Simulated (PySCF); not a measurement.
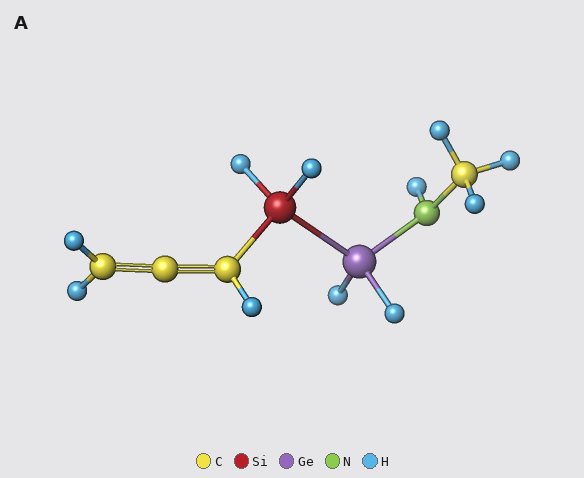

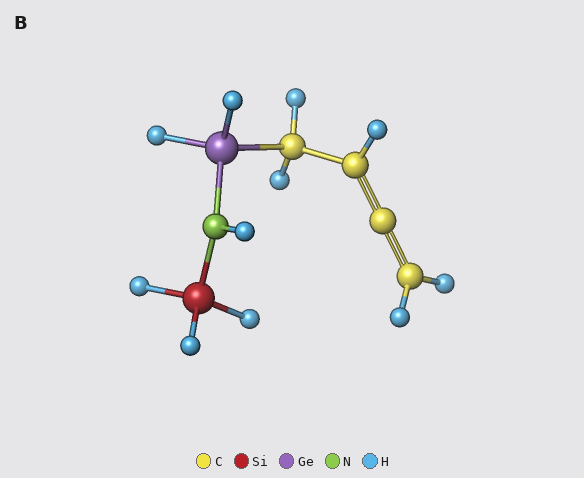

2 stationary structures of one formula. Geometries: GFN2-xTB. Electronic energies: ωB97X-D/def2-SVPD (PySCF 2.14.0), without zero-point energy. No frequency run is at hand to confirm each as a minimum. Each is one conformer, not always the lowest.

**Which is lowest in energy, and by how much?**

B is lowest; A lies 0.532 eV above it. A is `C=C=C[SiH2][GeH2][NH]C`, B is `C=C=C[CH2][GeH2][NH][SiH3]`.

The geometry is semi-empirical. Around Ge, Si such bond lengths and angles can be off by a tenth of an ångström or more and by several degrees, and values that hang on the shape move with them.
